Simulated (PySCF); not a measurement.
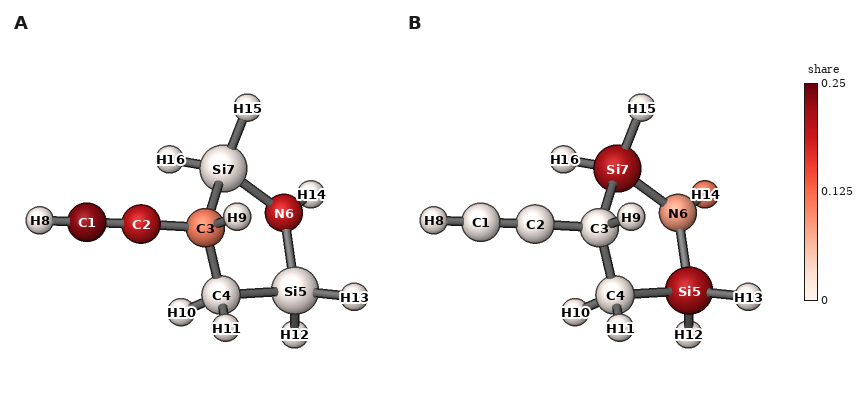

Each panel colours the atoms by their Löwdin share in one orbital (up to four of the largest shares; other atoms are shown as zero). The geometry was computed by an optimisation with GFN2-xTB. No frequency run is at hand to confirm it as a minimum. Method: PBE0/def2-SVPD (PySCF 2.14.0).

### The panels show the HOMO, LUMO, in some order. Which is which?

A: HOMO, −7.29 eV; C1 0.23, C2 0.19, N6 0.19, C3 0.11
B: LUMO, 0.10 eV; Si5 0.21, Si7 0.20, H14 0.11, N6 0.08

The geometry is semi-empirical. Around Si such bond lengths and angles can be off by a tenth of an ångström or more and by several degrees, and values that hang on the shape move with them.
